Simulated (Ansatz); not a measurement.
**B3LYP/6-31G(d) (spherical functions) run of SiHClF2 (SMILES F[SiH](F)Cl)**

What is the electronic atomisation energy of SiHClF2 at B3LYP/6-31G* (spherical functions)? 

The results are computed with Ansatz 0.2.0.

44 further runs of the same task are left out: 44 set aside as unsound or not needed. Runs told in other sessions of the task aren't counted.

### 1 The molecule

The species is SiHClF2 (5 atoms), meant as a singlet with charge 0. SMILES: `F[SiH](F)Cl`. The coordinates come from a PBE0-D4/def2-TZVP relaxation.

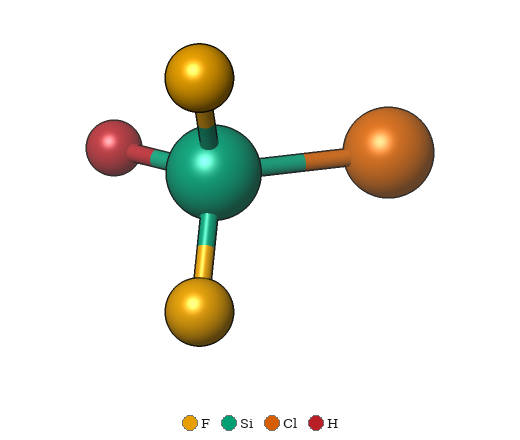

The structure, seen from a chosen angle (fluorine amber, silicon teal, chlorine orange, hydrogen red).

### 2 The energy at B3LYP/6-31G(d) (spherical functions)

The input, molecule.yaml:

```yaml
crystal:
  periodic: [false, false, false]
  atoms:
    - {symbol: F, position_ang: [-0.339600, -0.621400, 1.420100]}
    - {symbol: Si, position_ang: [0.095900, -0.000200, 0.037800]}
    - {symbol: F, position_ang: [-0.033500, 1.566800, 0.156500]}
    - {symbol: Cl, position_ang: [-1.157500, -0.656000, -1.401500]}
    - {symbol: H, position_ang: [1.484600, -0.363000, -0.254200]}
basis:
  gaussian:
    orbitals: 6-31G_st_-spherical.json
hamiltonian:
  xc: {name: B3LYP}
accuracy: high
output: {orbitals: {seedname: orbitals}}
```

The basis set 6-31G* is read from a file made from the Basis Set Exchange's data (not shown).

Started as:

```sh
$ ansatz run molecule.yaml --threads 1 --pin off --max-ram 3480MiB --events-out events.jsonl --progress --plain --runs-dir runs
```

The log of the run:

```text
Warning: RAYON_NUM_THREADS=1 ignored (pool sized by the plan → 1); use --threads N
Functional definition: B3LYP
  name "B3LYP"
  parameter a0 = 0.2
  parameter ax = 0.72
  parameter ac = 0.81
  exchange = (1 - a0 - ax)*slater_x + ax*b88_x + a0*exact_x
  correlation = (1 - ac)*vwn_rpa_c + ac*lyp_c
1363 factors; integrals over basis functions are off by at most 3.8e-9 eV
mean field evaluation 1: about -25851.9591 eV, gradient 4.1e1 eV
mean field evaluation 2: about -25848.7065 eV, gradient 6.3e1 eV
mean field evaluation 4: about -25854.3943 eV, gradient 9.2e-1 eV
mean field evaluation 8: about -25854.5219 eV, gradient 9.1e-2 eV
mean field evaluation 16: about -25854.5220 eV, gradient 2.6e-6 eV
mean field -25854.52195284 eV, -950.1361569424 hartree, gradient 6.5e-8 eV, S^2 0.000000; 0 other end points of the search recorded, 0 dependent functions left out
reference -25854.52198817 eV, -950.1361582407 hartree; 25, 25 occupied and 41, 41 virtual orbitals, 1363 factors
Total energy: -25854.52198817 eV, -950.1361582407 hartree
```

Wall time 5.1 s (1 thread of Arm Neoverse V1, shared host); peak memory 0.17 GiB.

### 3 The Cl atom

The input, job.yaml:

```yaml
crystal:
  periodic: [false, false, false]
  atoms:
    - symbol: Cl
      position_ang: [0.000000, 0.000000, 0.000000]
basis:
  gaussian:
    orbitals: 6-31G_st_-spherical.json
magnetization:
  spin_polarized: true
  initial_magnetization: 1
hamiltonian:
  xc: {name: B3LYP}
accuracy: high
```

The basis set 6-31G* is read from a file made from the Basis Set Exchange's data (not shown).

Run the same way, it converges to -460.13279 Eh (log not shown).

### 4 The F atom, same level

The input, input.yaml:

```yaml
crystal:
  periodic: [false, false, false]
  atoms:
    - {symbol: F, position_ang: [0.000000, 0.000000, 0.000000]}
basis:
  gaussian: {orbitals: 6-31G_st_-spherical.json}
magnetization: {spin_polarized: true, initial_magnetization: 1}
hamiltonian: {xc: {name: B3LYP}}
accuracy: high
```

The basis set 6-31G* is read from a file made from the Basis Set Exchange's data (not shown).

Run the same way, it converges to -99.71458 Eh (log not shown).

### 5 The H atom at the same level

The input, in.yaml:

```yaml
crystal:
  periodic: [false, false, false]
  atoms:
    - {symbol: H, position_ang: [0.000000, 0.000000, 0.000000]}
basis:
  gaussian: {orbitals: "6-31G*"}
magnetization: {spin_polarized: true, initial_magnetization: 1}
hamiltonian: {xc: {name: B3LYP}}
accuracy: high
```

Run the same way, it converges to -0.50027 Eh (log not shown).

### 6 The Si atom, same level

The input, molecule.yaml:

```yaml
crystal:
  periodic: [false, false, false]
  atoms:
    - {symbol: Si, position_ang: [0.000000, 0.000000, 0.000000]}
basis:
  gaussian:
    orbitals: 6-31G_st_-spherical.json
total_charge: 0
magnetization:
  spin_polarized: true
  initial_magnetization: 2
hamiltonian:
  xc: {name: B3LYP}
accuracy: high
```

The basis set 6-31G* is read from a file made from the Basis Set Exchange's data (not shown).

Run the same way, it converges to -289.36979 Eh (log not shown).

### 7 Summary of results

At B3LYP/6-31G* (spherical functions):

```
                     quantity          value
       molecule: total energy  -950.13616 Eh
        molecule: HOMO energy       -9.58 eV
        molecule: LUMO energy        0.91 eV
      molecule: HOMO–LUMO gap       10.48 eV
        Cl atom: total energy  -460.13279 Eh
                Cl atom: ⟨S²⟩          0.752
         F atom: total energy   -99.71458 Eh
                 F atom: ⟨S²⟩          0.751
         H atom: total energy    -0.50027 Eh
                 H atom: ⟨S²⟩          0.750
        Si atom: total energy  -289.36979 Eh
                Si atom: ⟨S²⟩          2.002
electronic atomisation energy      19.161 eV
```

In words: Taking the molecule apart into free atoms costs 19.16 eV (1849 kJ/mol), before zero-point energy and without spin-orbit coupling.
